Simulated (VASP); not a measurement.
Band structure of CoO (relaxed from the zinc blende structure, space group F-43m). Method: PBEsol GGA, VASP's PBE PAW potentials (set 64) (plane waves; VASP 6.6.1).

The moments were started parallel, and other spin orders were not tried in this run.

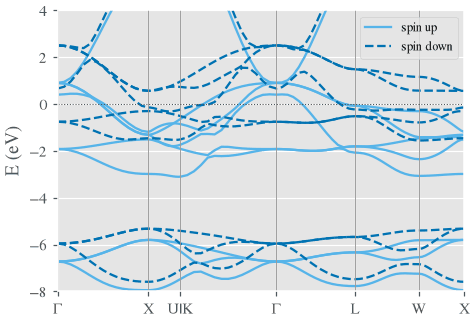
Figure: Bands along high-symmetry lines, zero at the valence-band maximum or, without a gap, the Fermi level

Task: Read the plot: is there a gap, and where are the band edges?

Result: It has no gap at this level: it comes out as a metal or semimetal. (Edges off the drawn lines would not show.)

The structure was generated: CoO was put into the zinc blende type (F-43m), which need not be its known phase. It was relaxed first, which changed the volume by -6 %.
